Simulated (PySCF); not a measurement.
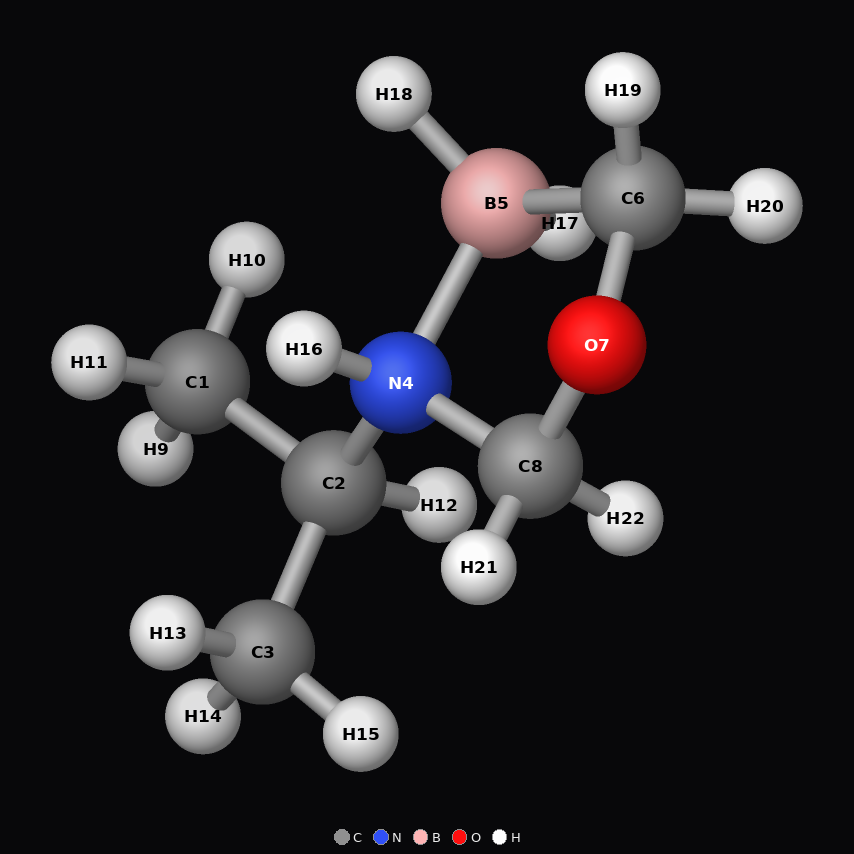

Computed geometry: GFN2-xTB optimisation. No frequency run is at hand to confirm it as a minimum. Electric field gradients from the ground-state density, PBE0/pcSseg-1 (PySCF 2.14.0), non-relativistic apart from any core potentials.

Give the largest field-gradient component, the quadrupole coupling constant and the asymmetry for 14N at N4 (Q = 20.44 mb), 11B at B5 (Q = 40.59 mb), 17O at O7 (Q = −25.6 mb).

| atom | V_zz (a.u.) | e²qQ/h (MHz) | η |
| --- | --- | --- | --- |
| N4 | −0.541 | −2.60 | 0.08 |
| B5 | 0.265 | 2.53 | 0.13 |
| O7 | −1.934 | 11.63 | 0.99 |

The geometry is semi-empirical. Around B such bond lengths and angles can be off by a tenth of an ångström or more and by several degrees, and values that hang on the shape move with them.
